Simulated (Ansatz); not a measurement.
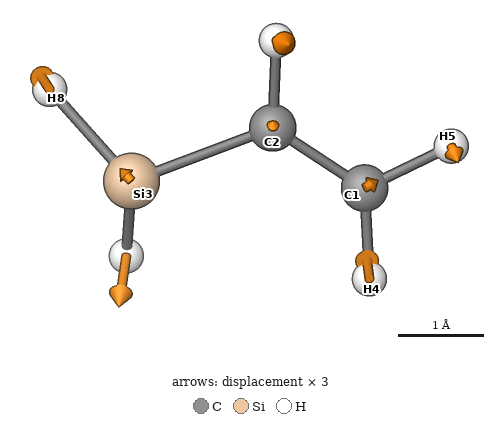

This is a relaxation of C₂H₅Si (multiplicity 2) (coarse preliminary run). The starting structure is drawn; orange arrows show the displacements, magnified 3 times. The two geometries are superimposed by the best rigid fit.

A ball-and-stick model, seen at a tilt.

The start comes from a force field.

The calculation used Ansatz, UKS PBE-D4/def2-SVP.

The input:
```yaml
crystal:
  periodic: [false, false, false]
  atoms:
    - {symbol: C, position_ang: [-0.353000, 0.942400, -0.863200]}
    - {symbol: C, position_ang: [-0.345400, 0.318000, 0.284000]}
    - {symbol: Si, position_ang: [0.912600, -0.886100, 0.758900]}
    - {symbol: H, position_ang: [0.411900, 0.872000, -1.665300]}
    - {symbol: H, position_ang: [-1.211400, 1.675700, -1.087700]}
    - {symbol: H, position_ang: [-1.111400, 0.493600, 1.032800]}
    - {symbol: H, position_ang: [1.322800, -1.748600, -0.379000]}
    - {symbol: H, position_ang: [0.466100, -1.724100, 1.863700]}
basis:
  gaussian: {orbitals: def2-SVP}
magnetization: {spin_polarized: true, initial_magnetization: 1}
hamiltonian: {xc: pbe, dispersion: d4}
relax: {f_tol: 0.03, max_steps: 200}
```

Question: What did the optimiser do to the structure, and how much energy did it gain?

Answer: The atom that moves furthest after the best rigid fit is H7 (0.28 Å). By element the largest moves are H 0.28 Å, Si 0.07 Å, C 0.07 Å. Among the contacts that change: C1–C2 1.306 → 1.358 Å, Si3–H8 1.457 → 1.505 Å, C1–H5 1.151 → 1.103 Å, C2–Si3 1.805 → 1.850 Å. Among the angles between lasting bonds that change: C2–C1–H4 126.9° → 122.0°, C1–C2–H6 121.6° → 117.9°, H7–Si3–H8 109.4° → 112.6°. After 5 accepted moves (6 points after the start) the energy has fallen by 0.237 eV. The largest force component goes from 2.9 to 0.013 eV/Å. The line search rejected the trial step at point 2 of the run. The run took about 25 core-seconds on a shared host.
